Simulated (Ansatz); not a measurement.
**Cl$_{2}$FHSi: density, localisation and related maps**

```xyz
5

Si    0.0178   -0.0302    0.0032
H     0.0037   -0.0060    1.4581
Cl    1.9303    0.0024   -0.6994
F    -0.7288    1.2631   -0.5501
Cl   -0.9665   -1.6700   -0.6998
```

The calculation used RHF/def2-SVP in Ansatz 0.2.0.

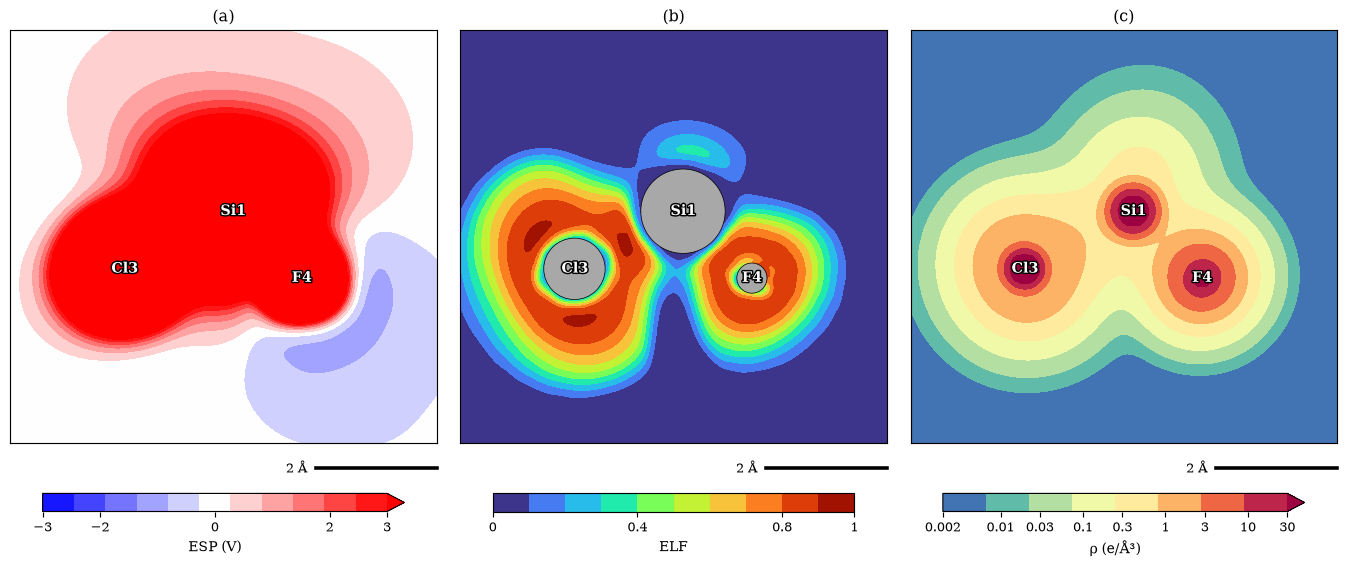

Figure 1. (a) molecular electrostatic potential; (b) electron localisation function; (c) total electron density on the plane of atoms Cl3, Si1 and F4. Grey discs cover the atomic cores in the ELF map.

Q: Read the bonding off the picture.

A: The plane passes through Si, Cl and F nuclei.
Si–F (1.59 Å): the density is about 1.1 e/Å³ at the midpoint; the ELF peaks at about 0.85 in the valence shell of F, 0.6 Å from its nucleus, and is about 0.45 at the midpoint.
Si–Cl (2.04 Å): ρ at the midpoint is about 0.93 e/Å³; the ELF peaks at about 0.90 between the atoms: a polar covalent bond.
The ELF also peaks beside Cl3 and F4, away from the bonds: lone-pair regions.
Outside the dense part of the molecule the potential is most negative (−1.0 V) near F4.

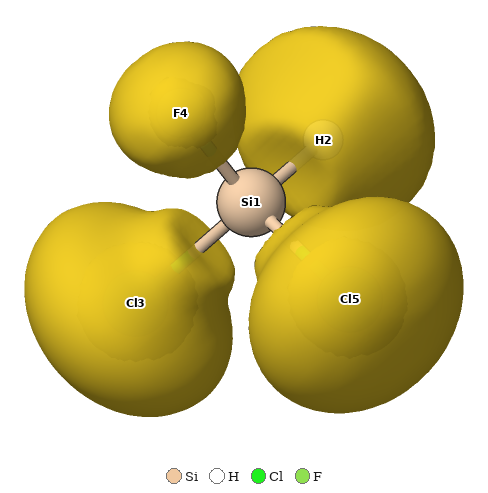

Figure 2. Isosurface of the ELF at 0.75 (yellow), seen at an oblique angle. Core shells and regions of very low density are left out.

Q: What do the ELF domains correspond to?

A: At this value the surface marks out one region around a hydrogen nucleus, two regions on Cl in which the atom's valence shell and bonds are merged and one region wrapped around F (its lone pairs, merged into a ring or cap).

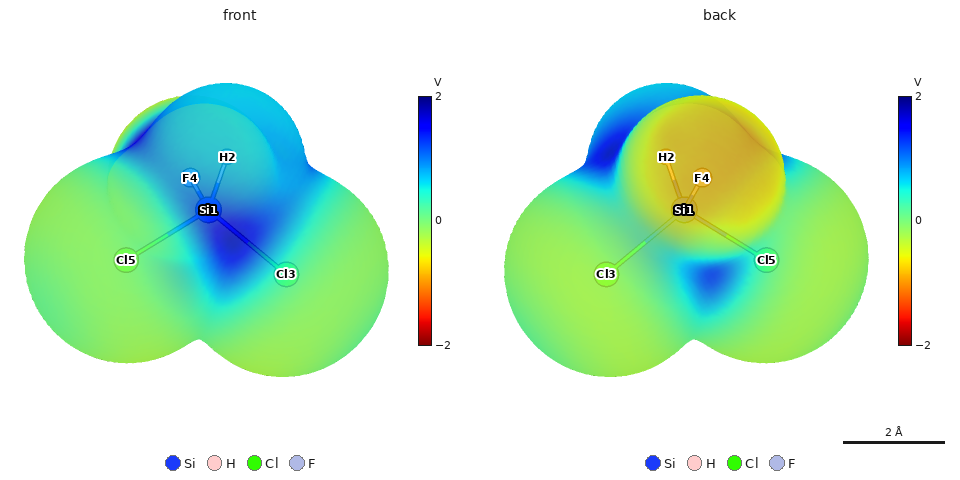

Figure 3. The electrostatic potential painted on the density surface at 0.001 e/bohr³, seen from the front and from behind; the colour scale runs from red (negative) to blue (positive).

Q: Which sites attract a positive test charge, and which a negative one?

A: A positive charge is drawn to the negative regions and a negative charge to the positive ones. The most negative region (about −0.9 V) lies over F4, the most positive (about +1.7 V) over Si1.
